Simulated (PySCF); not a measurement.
# C6H8O3: magnetic properties

Wanted: magnetic properties for C6H8O3 (`C=C[C@@H]1OC(=O)O[C@H]1C`).

Computed with PySCF 2.14.0 and routines of our own; the level stands in each step. Atoms count from 0.

## 1. The system as given

17 atoms, charge 0, multiplicity 1; geometry from: GFN2-xTB.

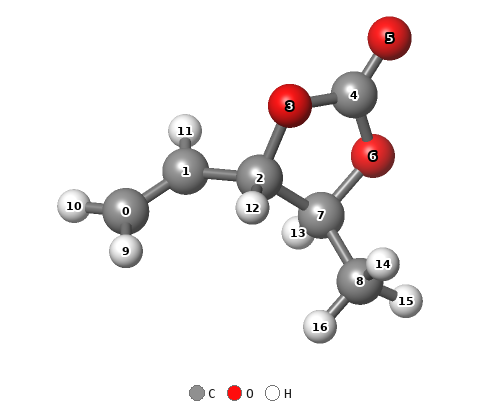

The starting geometry (carbon grey, oxygen red, hydrogen white).

## 2. Magnetic properties: GIAO CAM-B3LYP/pcSseg-1

Job settings and geometry (Å):

```
{"job": {"kind": "mag", "xc": "CAM-B3LYP", "basis": "pcSseg-1", "isotopologues": 0}, "charge": 0, "multiplicity": 1}
C      2.688392    -0.105129    -0.137659
C      1.550181    -0.729698     0.093980
C      0.298508    -0.037567     0.546299
O     -0.327463    -0.760638     1.596953
C     -1.522040    -1.232472     1.208545
O     -2.230377    -1.901489     1.883994
O     -1.808630    -0.849195    -0.045585
C     -0.793209    -0.002333    -0.560546
C     -1.340853     1.392735    -0.824858
H      2.793522     0.957285     0.007617
H      3.560858    -0.631246    -0.482796
H      1.453279    -1.797615    -0.043235
H      0.526203     0.968648     0.915372
H     -0.426131    -0.449045    -1.492292
H     -1.709745     1.836507     0.097118
H     -2.162515     1.333314    -1.533097
H     -0.556978     2.019970    -1.239721
```

Level: GIAO CAM-B3LYP/pcSseg-1 magnetisability, rotational g tensor and spin-rotation constants, non-relativistic, gas phase.

Command:

```sh
> OMP_NUM_THREADS=1 python excited_run.py task.json out
```

This one command runs all jobs of the session in turn.

Standard output:

```text
coarse grid: 14736 points
cycle   1  E = -458.5367050432  dE =  1.951e+00  |g| = 1.122e+00  |ddm| = 3.675e+00
cycle   2  E = -458.3294887314  dE =  2.072e-01  |g| = 1.608e+00  |ddm| = 1.580e+00
cycle   3  E = -458.7621906568  dE = -4.327e-01  |g| = 2.066e-01  |ddm| = 9.788e-01
cycle   4  E = -458.7687044471  dE = -6.514e-03  |g| = 8.103e-02  |ddm| = 1.532e-01
cycle   5  E = -458.7697512147  dE = -1.047e-03  |g| = 1.192e-02  |ddm| = 4.413e-02
cycle   6  E = -458.7697826162  dE = -3.140e-05  |g| = 4.312e-03  |ddm| = 1.232e-02
cycle   7  E = -458.7697870414  dE = -4.425e-06  |g| = 9.486e-04  |ddm| = 3.748e-03
final grid: 143848 points
cycle   8  E = -458.8765722175  dE = -3.834e-05  |g| = 5.288e-03  |ddm| = 1.819e-02
cycle   9  E = -458.8765714295  dE =  7.880e-07  |g| = 5.920e-03  |ddm| = 7.731e-03
cycle  10  E = -458.8765779890  dE = -6.559e-06  |g| = 7.552e-04  |ddm| = 3.949e-03
cycle  11  E = -458.8765780850  dE = -9.602e-08  |g| = 2.729e-04  |ddm| = 5.541e-04
cycle  12  E = -458.8765780966  dE = -1.163e-08  |g| = 1.162e-04  |ddm| = 2.385e-04
cycle  13  E = -458.8765780991  dE = -2.496e-09  |g| = 1.729e-05  |ddm| = 7.408e-05
cycle  14  E = -458.8765780992  dE = -7.265e-11  |g| = 5.890e-06  |ddm| = 2.073e-05
converged SCF energy = -458.8765780992

Magnetisability tensor (1e-30 J/T^2)
    -1188.65       16.84       13.00
       16.84    -1193.16       28.40
       13.00       28.40    -1260.89
isotropic -1214.23   principal values   -1271.76  -1205.85  -1165.09
isotropic susceptibility -73.123 1e-6 cm^3/mol

Inertial axes            a          b          c
rot. const./GHz      2.5734     1.3510     0.9849
chi total           -72.225    -74.995    -72.150
chi diamagnetic    -585.610   -978.337  -1314.650
chi paramagnetic    513.386    903.342   1242.500
quadrupole/D A       -6.606      1.594      5.012
g nuclear            0.5946     0.5584     0.5617
g electronic        -0.6207    -0.5734    -0.5749
g total             -0.0261    -0.0150    -0.0132

Spin-rotation constants (kHz, H = +C I.J)
atom  isotope        aa         bb         cc
  9     1H       -0.205     -0.088      0.011
 10     1H       -0.038     -0.093     -0.048
 11     1H       -0.226     -0.071      0.019
 12     1H       -0.229     -0.138      0.032
 13     1H       -0.220     -0.129      0.022
 14     1H       -0.242     -0.142     -0.007
 15     1H       -0.208     -0.046     -0.081
 16     1H        0.002     -0.127     -0.118
  0    13C*       0.817      0.335      0.348
  1    13C*       0.898      0.384      0.397
  2    13C*       0.641      0.323      0.258
  3    17O*      -0.497     -0.279     -0.158
  4    13C*       0.752      0.541      0.380
  5    17O*      -1.012     -0.449     -0.172
  6    17O*      -0.727     -0.169     -0.158
  7    13C*       0.471      0.366      0.261
  8    13C*       0.399      0.196      0.152
* in the singly substituted isotopologue
```

Wall time 56 s (1 thread of Arm Neoverse V1, shared host); peak memory 0.93 GiB.

Key values:

| quantity | value |
| --- | --- |
| magnetisability | -1214·10⁻³⁰ J/T² |
| molar susceptibility | -73.1·10⁻⁶ cm³/mol |
| rotational g (a, b, c) | -0.0261, -0.0150, -0.0132 |

## 3. Magnetic properties: GIAO PBE/6-31G

The job, as its differences from that of step 2:

```diff
@@ -1,2 +1,2 @@
-{"job": {"kind": "mag", "xc": "CAM-B3LYP", "basis": "pcSseg-1", "isotopologues": 0}, "charge": 0, "multiplicity": 1}
+{"job": {"kind": "mag", "xc": "PBE", "basis": "6-31G", "scf": {"guess": "sap"}}, "charge": 0, "multiplicity": 1}
 C      2.688392    -0.105129    -0.137659
```

Method: GIAO PBE/6-31G magnetisability, rotational g tensor and spin-rotation constants, non-relativistic, gas phase.

Standard output:

```text
final grid: 143848 points
cycle   1  E = -414.8456651183  dE =  3.737e+01  |g| = 8.962e+00  |ddm| = 2.250e+01
cycle   2  E = -358.4252290041  dE =  5.642e+01  |g| = 9.474e+00  |ddm| = 3.036e+01
cycle   3  E = -405.3858224735  dE = -4.696e+01  |g| = 1.013e+01  |ddm| = 3.181e+01
cycle   4  E = -455.7401625637  dE = -5.035e+01  |g| = 3.195e+00  |ddm| = 2.191e+01
cycle   5  E = -441.5484800029  dE =  1.419e+01  |g| = 5.241e+00  |ddm| = 1.674e+01
cycle   6  E = -458.1494163817  dE = -1.660e+01  |g| = 1.046e+00  |ddm| = 1.620e+01
cycle   7  E = -458.2262668376  dE = -7.685e-02  |g| = 9.388e-01  |ddm| = 1.715e+00
cycle   8  E = -458.3577643075  dE = -1.315e-01  |g| = 5.552e-01  |ddm| = 9.978e-01
cycle   9  E = -458.3865101994  dE = -2.875e-02  |g| = 4.020e-01  |ddm| = 6.736e-01
cycle  10  E = -458.4223413181  dE = -3.583e-02  |g| = 1.056e-01  |ddm| = 4.907e-01
cycle  11  E = -458.4235443121  dE = -1.203e-03  |g| = 7.619e-02  |ddm| = 1.681e-01
cycle  12  E = -458.4250947913  dE = -1.550e-03  |g| = 1.693e-02  |ddm| = 8.363e-02
cycle  13  E = -458.4251738555  dE = -7.906e-05  |g| = 3.303e-03  |ddm| = 2.257e-02
cycle  14  E = -458.4251762124  dE = -2.357e-06  |g| = 1.584e-03  |ddm| = 4.945e-03
cycle  15  E = -458.4251767338  dE = -5.214e-07  |g| = 6.259e-04  |ddm| = 2.100e-03
cycle  16  E = -458.4251768022  dE = -6.839e-08  |g| = 2.438e-04  |ddm| = 7.712e-04
cycle  17  E = -458.4251768134  dE = -1.121e-08  |g| = 9.882e-05  |ddm| = 2.792e-04
cycle  18  E = -458.4251768151  dE = -1.735e-09  |g| = 4.882e-05  |ddm| = 1.388e-04
cycle  19  E = -458.4251768157  dE = -5.526e-10  |g| = 1.304e-05  |ddm| = 6.284e-05
converged SCF energy = -458.4251768157

Magnetisability tensor (1e-30 J/T^2)
    -1163.17       29.13        5.12
       29.13    -1178.39       20.44
        5.12       20.44    -1244.23
isotropic -1195.27   principal values   -1250.19  -1197.59  -1138.03
isotropic susceptibility -71.981 1e-6 cm^3/mol

Inertial axes            a          b          c
rot. const./GHz      2.5734     1.3510     0.9849
chi total           -70.060    -74.206    -71.676
chi diamagnetic    -584.150   -976.770  -1312.847
chi paramagnetic    514.090    902.564   1241.171
quadrupole/D A       -6.351      1.667      4.684
g nuclear            0.5946     0.5584     0.5617
g electronic        -0.6215    -0.5729    -0.5743
g total             -0.0269    -0.0145    -0.0126

Spin-rotation constants (kHz, H = +C I.J)
atom  isotope        aa         bb         cc
  9     1H       -0.209     -0.098      0.004
 10     1H       -0.043     -0.104     -0.055
 11     1H       -0.222     -0.082      0.011
 12     1H       -0.234     -0.143      0.028
 13     1H       -0.224     -0.134      0.017
 14     1H       -0.257     -0.152     -0.012
 15     1H       -0.224     -0.053     -0.086
 16     1H       -0.007     -0.136     -0.124
  0    13C*       0.744      0.284      0.295
  1    13C*       0.809      0.327      0.337
  2    13C*       0.582      0.291      0.237
  3    17O*      -0.531     -0.277     -0.148
  4    13C*       0.632      0.469      0.336
  5    17O*      -0.983     -0.416     -0.145
  6    17O*      -0.735     -0.177     -0.150
  7    13C*       0.416      0.329      0.238
  8    13C*       0.350      0.170      0.134
* in the singly substituted isotopologue
```

It took 32 s on 1 thread of Arm Neoverse V1, shared host; peak memory 0.54 GiB.

In short:

| quantity | value |
| --- | --- |
| magnetisability | -1195·10⁻³⁰ J/T² |
| molar susceptibility | -72.0·10⁻⁶ cm³/mol |
| rotational g (a, b, c) | -0.0269, -0.0145, -0.0126 |

## 4. Magnetic properties: GIAO wB97X-D/6-31G

The job, as its differences from that of step 3:

```diff
@@ -1,2 +1,2 @@
-{"job": {"kind": "mag", "xc": "PBE", "basis": "6-31G", "scf": {"guess": "sap"}}, "charge": 0, "multiplicity": 1}
+{"job": {"kind": "mag", "xc": "wB97X-D", "basis": "6-31G", "scf": {"guess": "random", "max_cycle": 61}}, "charge": 0, "multiplicity": 1}
 C      2.688392    -0.105129    -0.137659
```

Level: GIAO wB97X-D/6-31G magnetisability, rotational g tensor and spin-rotation constants, non-relativistic, gas phase.

Standard output:

```text
start from random orthonormal orbitals
final grid: 143848 points
cycle   1  E = -388.4733068616  dE = -1.612e+02  |g| = 9.234e+00  |ddm| = 3.502e+02
cycle   2  E = -275.2924033900  dE =  1.132e+02  |g| = 8.154e+00  |ddm| = 1.129e+02
cycle   3  E = -373.0642545817  dE = -9.777e+01  |g| = 9.849e+00  |ddm| = 1.193e+02
cycle   4  E = -406.3503837737  dE = -3.329e+01  |g| = 9.358e+00  |ddm| = 2.938e+01
cycle   5  E = -402.3328135283  dE =  4.018e+00  |g| = 9.920e+00  |ddm| = 7.658e+00
cycle   6  E = -401.8673897595  dE =  4.654e-01  |g| = 9.967e+00  |ddm| = 8.752e+00
cycle   7  E = -402.3502003585  dE = -4.828e-01  |g| = 9.991e+00  |ddm| = 1.179e+01
cycle   8  E = -399.4910728092  dE =  2.859e+00  |g| = 1.013e+01  |ddm| = 1.507e+01
cycle   9  E = -400.1568753053  dE = -6.658e-01  |g| = 1.014e+01  |ddm| = 1.893e+00
cycle  10  E = -392.3016978434  dE =  7.855e+00  |g| = 9.311e+00  |ddm| = 1.723e+01
[... 41 cycles left out ...]
cycle  52  E = -395.8081070358  dE =  4.480e-02  |g| = 8.887e+00  |ddm| = 2.167e+00
cycle  53  E = -397.1587931385  dE = -1.351e+00  |g| = 8.876e+00  |ddm| = 4.228e+00
cycle  54  E = -397.2094293665  dE = -5.064e-02  |g| = 8.877e+00  |ddm| = 1.375e+00
cycle  55  E = -396.8130537805  dE =  3.964e-01  |g| = 8.889e+00  |ddm| = 8.023e-01
cycle  56  E = -230.4751982457  dE =  1.663e+02  |g| = 8.144e+00  |ddm| = 2.860e+02
cycle  57  E = -397.9254875482  dE = -1.675e+02  |g| = 8.818e+00  |ddm| = 2.860e+02
cycle  58  E = -397.7796466681  dE =  1.458e-01  |g| = 8.829e+00  |ddm| = 1.350e+00
cycle  59  E = -397.4538164300  dE =  3.258e-01  |g| = 8.851e+00  |ddm| = 8.805e-01
cycle  60  E = -396.3634506757  dE =  1.090e+00  |g| = 8.873e+00  |ddm| = 2.071e+00
cycle  61  E = -395.8347128083  dE =  5.287e-01  |g| = 8.869e+00  |ddm| = 1.647e+00
SCF not converged, last energy = -395.8347128083
```

It took 36 s on 1 thread of Arm Neoverse V1, shared host; peak memory 0.57 GiB.

Why it failed: After 61 cycles the gradient is still 8.9e+00, from the random guess. Cure: go back to the standard guess, DIIS and geometry, then add damping if needed. Numbers printed on the way are no properties of the molecule.

## 5. Magnetic properties side by side

| level | ξ (10⁻³⁰ J/T²) | g(a) | g(b) | gap (eV) | functions | time |
| --- | --- | --- | --- | --- | --- | --- |
| GIAO CAM-B3LYP/pcSseg-1 | -1214 | -0.0261 | -0.0150 | 10.39 | 193 | 56 s |
| GIAO PBE/6-31G | -1195 | -0.0269 | -0.0145 | 5.42 | 97 | 32 s |

## 6. What came out

| quantity | value |
| --- | --- |
| magnetisability (step 2, GIAO CAM-B3LYP/pcSseg-1) | -1214·10⁻³⁰ J/T² |
| molar susceptibility (step 2, GIAO CAM-B3LYP/pcSseg-1) | -73.1·10⁻⁶ cm³/mol |
| rotational g (a, b, c) (step 2, GIAO CAM-B3LYP/pcSseg-1) | -0.0261, -0.0150, -0.0132 |
| magnetisability over the levels | -1214 to -1195·10⁻³⁰ J/T² |
| runs | 1 failed, 0 ended on unsound input |

What this shows: The magnetisability spreads by 1.6 % over 2 levels, from GIAO CAM-B3LYP/pcSseg-1 (56 s) to GIAO PBE/6-31G (32 s); the runs took 32 s to 56 s. Two levels can agree by chance, so this spread shows no convergence. Vibrational averaging and real surroundings are missing from these values.
